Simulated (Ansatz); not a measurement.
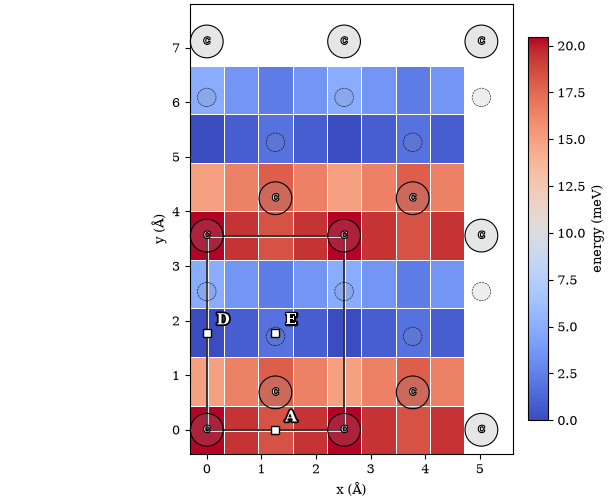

CO on a C(110) slab cut from the Fd-3m phase, its upper half relaxed before the scan (20 atoms of substrate and one adsorbate in a 2 × 1 cell). CO (O end down) is moved over the surface cell at a fixed height above a rigid substrate; the origin of the map has the adsorbate above C17; the height is held at 3.20 Å. Places are given modulo a cell vector. The map is drawn in real space over the plane of the surface. Grid: 4 × 4 points; 12 points were computed and 4 follow by symmetry. Places are given in fractions of the 1 × 1 surface cell. Energies: meV, counted from the lowest grid point. At a fixed height the lowest place need not be the adsorption site. Method: DFT PBE+D3(BJ), scalar-relativistic, plane waves, PAW (Ansatz 0.2.0). Settings: cutoff 420 eV, k-mesh 5×8×1, gaussian smearing 0.05 eV, no spin polarisation.

The picture shows one coloured cell a grid point, labelled circles for the atoms of the top layer and small ones for the second layer, the outline of one cell of the 2 × 2 shown, lettered points.

Is E the lowest point of the computed grid?

No. E lies 1.8 meV above the lowest grid point, which is at (0/4, 2/4) of the cell vectors.

Rank the lettered points by energy, lowest first.

D (0.0 meV), E (1.8 meV), A (18.4 meV).

PAW datasets: the set soft_1.
